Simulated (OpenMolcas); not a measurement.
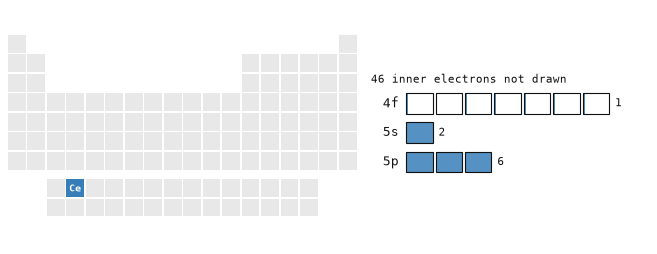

Left, the place of cerium in the periodic table; right, the outer shells of the leading configuration of the lowest level: a box for each of the 2l + 1 orbitals, shaded by the share of the shell that is filled, with the electron count at the right.

# Multiconfigurational calculation for Ce³⁺ complex

Ce³⁺ with 6 ligands (I; tetragonal octahedron, 3.14 Å), neutralised by 6 outer point charges of +0.5 e, whose field is part of the energies. Computed at this level: state-averaged CASSCF, active space 1 electron in the shell 4f, basis ANO-RCC-VDZP on the metal and ANO-RCC-VDZP on the ligands, DKH2 scalar Hamiltonian, spin-orbit coupling by RASSI with atomic mean-field integrals (OpenMolcas).

**The input**
```
&GATEWAY
Coord
7

Ce 0.0 0.0 0.0
I 3.140000 0.000000 0.000000
I 0.000000 3.140000 0.000000
I -3.140000 0.000000 0.000000
I 0.000000 -3.140000 0.000000
I 0.000000 0.000000 3.202800
I 0.000000 0.000000 -3.202800
Basis=Ce.ANO-RCC-VDZP,I.ANO-RCC-VDZP
Group=XYZ
NoMove
AngMom=0.0 0.0 0.0
AMFI
RICD
XField
3 Angstrom 0
5.740000 0.000000 0.000000 0.500000
0.000000 5.740000 0.000000 0.500000
0.000000 0.000000 5.802800 0.500000
&SEWARD
&RASSCF
FileOrb=start.orb
Symmetry=2
Spin=2
nActEl=1 0 0
Inactive=96 93
Ras2=0 7
CIRoot=7 7 1
SDav=7
CIMx=300
Iter=150 100
PrWF=0.3
OrbListing=Nothing
MaxOrb=0
LevShft=1.0
>>> COPY $Project.JobIph JOB001
&RASSI
NrOfJobIphs=1 7
1 2 3 4 5 6 7
IphNames
JOB001
EJob
SpinOrbit
DIPRint=1.0
SOCoupling=1000.0
Subsets=2
Property=9
'ANGMOM' 1 'ANGMOM' 2 'ANGMOM' 3 'MLTPL  1' 1 'MLTPL  1' 2 'MLTPL  1' 3
'AMFI' 1 'AMFI' 2 'AMFI' 3
SOProperty=3
'ANGMOM' 1 'ANGMOM' 2 'ANGMOM' 3
```

The file start.orb holds starting orbitals from an earlier step. A driver script formed the levels outside the program, from RASSI's spin-orbit matrix and the active-space energies, averaged over the components of each term or state.

Run as:
```bash
OMP_NUM_THREADS=1 MOLCAS_MEM=2457 MOLCAS_PROJECT=a pymolcas a.inp > a.log  # once for each step of the input, in one work folder
```

**Output (extracts)**
```
--- SEWARD ---
Basis set label: CE.ANO-RCC...7S6P4D2F1G.

      Electronic valence basis set:
      ------------------
      Associated Effective Charge  58.000000 au
      Associated Actual Charge     58.000000 au
      Nuclear Model: Point charge

      Shell  nPrim  nBasis  Cartesian Spherical Contaminant
         s      25       7        X
         p      22       6        X
         d      15       4                 X
         f      11       2                 X
         g       4       1                 X
                  Relativistic Douglas-Kroll-Hess integrals:
                    - DKH order of Hamiltonian: 2
                    - DKH order of Properties : 0
                  Atomic mean-field integrals
--- RASSCF ---
Wave function specifications:
      -----------------------------

      Number of closed shell electrons         378
      Number of electrons in active shells       1
      Max number of holes in RAS1 space          0
      Max nr of electrons in RAS3 space          0
      Number of inactive orbitals              189
      Number of active orbitals                  7
      Number of secondary orbitals             130
      Spin quantum number                      0.5
      State symmetry                             2
Orbital specifications:
      -----------------------

      Symmetry species                           1   2
                                                ag  au
      Frozen orbitals                            0   0
      Inactive orbitals                         96  93
      Active orbitals                            0   7
      RAS1 orbitals                              0   0
      RAS2 orbitals                              0   7
      RAS3 orbitals                              0   0
      Secondary orbitals                        69  61
      Deleted orbitals                           0   0
      Number of basis functions                165 161
      Number of CSFs                             7
      Number of root(s) required                 7
      Iter CI   SX   CI       RASSCF       Energy    max ROT     max BLB   max BLB  Level Ln srch  Step   QN
          iter iter root      energy       change     param      element    value   shift minimum  type update
 Nr of preliminary CI iterations:   1
      Total energies have been shifted. Add               -51000.00 au
        1   1    9    0  -519.50296247    0.00E+00  -6.52E-02   86  99 1  1.71E-01*  0.74   0.00    SX    NO
        2   1    9    0  -519.74696643   -2.44E-01* -4.02E-02   86  99 1  1.13E-01*  0.87   0.00    SX    NO
        3   1    8    0  -519.80729319   -6.03E-02* -2.60E-02   86  99 1  7.53E-02*  0.90   0.00    SX    NO
        4   1    8    0  -519.82839957   -2.11E-02*  1.66E-02   86  99 1  4.90E-02*  0.92   0.00    SX    NO
        5   1    8    0  -519.83673104   -8.33E-03*  2.22E-02   86  99 1  3.24E-02*  0.93   2.50    LS   YES
        6   1    8    0  -519.84216376   -5.43E-03*  8.43E-03   21 108 2 -9.11E-03*  0.95   1.30    QN   YES
        7   1    7    0  -519.84315141   -9.88E-04* -3.65E-03   21 108 2 -6.63E-03*  0.95   1.52    QN   YES
        8   1    7    0  -519.84350349   -3.52E-04*  1.77E-03   24 111 1 -2.79E-03*  0.95   1.34    QN   YES
        9   1    7    0  -519.84357220   -6.87E-05* -8.30E-04   24 111 1 -1.18E-03*  0.95   1.35    QN   YES
       10   1    6    0  -519.84358778   -1.56E-05* -4.42E-04   12 110 2  4.64E-04*  0.95   1.46    QN   YES
       11   1    6    0  -519.84359262   -4.84E-06*  2.10E-04   59  98 1 -2.70E-04*  0.95   1.40    QN   YES
       12   1    6    0  -519.84359393   -1.31E-06* -1.31E-04   55 101 1  1.50E-04*  0.95   1.44    QN   YES
       13   1    6    0  -519.84359431   -3.79E-07* -7.04E-05   86  99 1 -1.01E-04*  0.95   1.52    QN   YES
       14   1    5    0  -519.84359442   -1.15E-07*  4.29E-05   86  99 1 -5.24E-05   0.95   1.49    QN   YES
       15   1    5    0  -519.84359446   -3.22E-08*  2.02E-05   24 111 1  2.02E-05   0.95   1.72    QN   YES
       16   1    5    0  -519.84359446   -2.72E-09   7.91E-06   24 111 1  1.25E-05   0.95   0.46    QN   YES
      Convergence after 16 iterations
       17   1    5    0  -519.84359446   -9.75E-10   7.91E-06   24 111 1  5.73E-06   0.95   0.46    QN   YES
      Natural orbitals and occupation numbers for root  1
      sym 2:   0.000000   1.000000   0.000000   0.000000  -0.000000   0.000000  -0.000000
      Natural orbitals and occupation numbers for root  2
      sym 2:   0.000000   0.000000   1.000000   0.000000  -0.000000   0.000000  -0.000000
      Natural orbitals and occupation numbers for root  3
      sym 2:   0.000000  -0.000000  -0.000000   0.000000   1.000000  -0.000000   0.000000
::    RASSCF root number  1 Total energy: -51519.84468947
::    RASSCF root number  2 Total energy: -51519.84411886
::    RASSCF root number  3 Total energy: -51519.84411886
::    RASSCF root number  4 Total energy: -51519.84408235
::    RASSCF root number  5 Total energy: -51519.84286246
::    RASSCF root number  6 Total energy: -51519.84264460
::    RASSCF root number  7 Total energy: -51519.84264460
--- RASSI ---
SPIN-FREE ENERGIES:
  (Shifted by EMIN (a.u.) =     -51519.8446894698)

 SF State       Relative EMIN(au)   Rel lowest level(eV)    D:o, cm**(-1)

     1             0.0000000000        0.0000000000              0.0000
     2             0.0005706077        0.0155270263            125.2339
     3             0.0005706077        0.0155270263            125.2339
     4             0.0006071168        0.0165204908            133.2467
     5             0.0018270117        0.0497155218            400.9827
     6             0.0020448665        0.0556436510            448.7963
     7             0.0020448665        0.0556436510            448.7963
     Dipole printing threshold changed to   1.00000000E+00
Eigenvalues of complex Hamiltonian:
   -----------------------------------
  (Shifted by EMIN (a.u.) =     -51519.8446894698)

 SO State       Relative EMIN(au)   Rel lowest level(eV)    D:o, cm**(-1)

     1            -0.0058385380        0.0000000000              0.0000
     2            -0.0058385380        0.0000000000              0.0000
     3            -0.0047910955        0.0285023634            229.8871
     4            -0.0047910955        0.0285023634            229.8871
     5            -0.0046143236        0.0333125715            268.6840
     6            -0.0046143236        0.0333125715            268.6840
     7             0.0048976680        0.2921470487           2356.3249
     8             0.0048976680        0.2921470487           2356.3249
     9             0.0057413346        0.3151043863           2541.4883
    10             0.0057413346        0.3151043863           2541.4883
    11             0.0057495957        0.3153291838           2543.3014
    12             0.0057495957        0.3153291838           2543.3014
    13             0.0065204358        0.3363048098           2712.4812
    14             0.0065204358        0.3363048098           2712.4812
Weights of the five most important spin-orbit-free states for each spin-orbit state.

 SO State  Total energy (au)           Spin-free states, spin, and weights
 -------------------------------------------------------------------------------------------------------
    1        -0.005839       1 0.5  0.4560    4 0.5  0.1887    2 0.5  0.1776    3 0.5  0.1776    7 0.5  0.0001
    2        -0.005839       1 0.5  0.4560    4 0.5  0.1887    2 0.5  0.1776    3 0.5  0.1776    7 0.5  0.0001
    3        -0.004791       5 0.5  0.3900    3 0.5  0.2225    2 0.5  0.2225    6 0.5  0.0825    7 0.5  0.0825
    4        -0.004791       5 0.5  0.3900    3 0.5  0.2225    2 0.5  0.2225    6 0.5  0.0825    7 0.5  0.0825
    5        -0.004614       7 0.5  0.3013    6 0.5  0.3013    4 0.5  0.2743    2 0.5  0.0615    3 0.5  0.0615
    6        -0.004614       7 0.5  0.3013    6 0.5  0.3013    4 0.5  0.2743    2 0.5  0.0615    3 0.5  0.0615
    7         0.004898       1 0.5  0.5430    3 0.5  0.1622    2 0.5  0.1622    4 0.5  0.1325    6 0.5  0.0000
    8         0.004898       1 0.5  0.5430    3 0.5  0.1622    2 0.5  0.1622    4 0.5  0.1325    6 0.5  0.0000
    9         0.005741       5 0.5  0.3619    2 0.5  0.2757    3 0.5  0.2757    7 0.5  0.0434    6 0.5  0.0434
   10         0.005741       5 0.5  0.3619    2 0.5  0.2757    3 0.5  0.2757    7 0.5  0.0434    6 0.5  0.0434
   11         0.005750       4 0.5  0.4045    6 0.5  0.1987    7 0.5  0.1987    3 0.5  0.0987    2 0.5  0.0987
   12         0.005750       4 0.5  0.4045    6 0.5  0.1987    7 0.5  0.1987    3 0.5  0.0987    2 0.5  0.0987
```

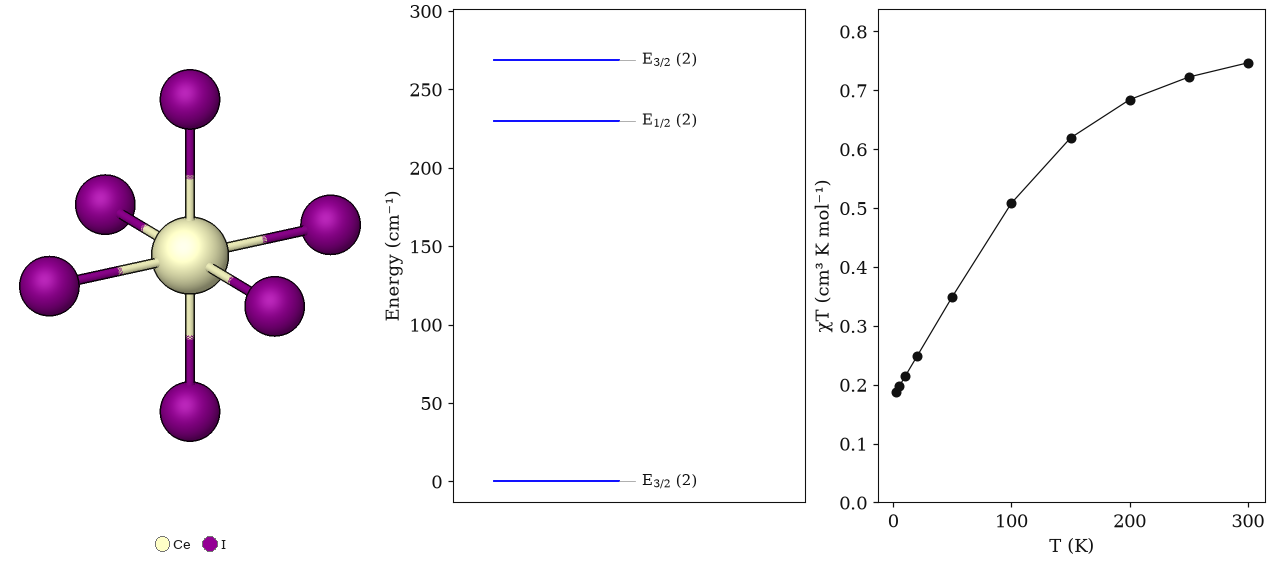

Ce³⁺ (4f) with 6 ligands, I⁻, at 3.14 Å (arrangement: tetragonal octahedron, D4h), axial distortion 1.02, neutralised by outer point charges of +0.5 e, and its levels and susceptibility. Labels give the representation in O, Td, D4 or D3 as the site allows (double group for half-integer spin) where it could be assigned and, in brackets, the degeneracy; spin-free states, where drawn, share the zero of the spin-orbit levels. Powder susceptibility by Van Vleck's formula. The ground level is E₃/₂, a Kramers doublet, 100 % from states of spin multiplicity 2, effective J = 2.51, with |mJ| = 3/2 the largest share (85 %). Its principal g values are 1.33, 1.33 and 1.49. The next level lies at 230 cm⁻¹ (E₁/₂). The lowest J multiplet spreads over 269 cm⁻¹. χT is 0.187 cm³ K mol⁻¹ at 2 K and 0.747 at 300 K, an effective moment of 2.44 μB. The active orbitals hold 99 to 100 % metal character (Löwdin), and the Mulliken charge of the metal is +1.55.

**Summary**

- outcome: converged
- energy of the lowest spin-free term: −51519.84469 hartree
- energy of the lowest spin-orbit level: −51519.85053 hartree
- largest spread among components of a term: 0.0 cm⁻¹
- hardware: 1 thread of Intel Xeon (Granite Rapids), 128 GiB of memory available, shared host
- wall time: 2.1 min

**Notes**

Caveats: covalent bonds, ligand orbitals missing from the active space; distances are set from ionic radii, not optimised.
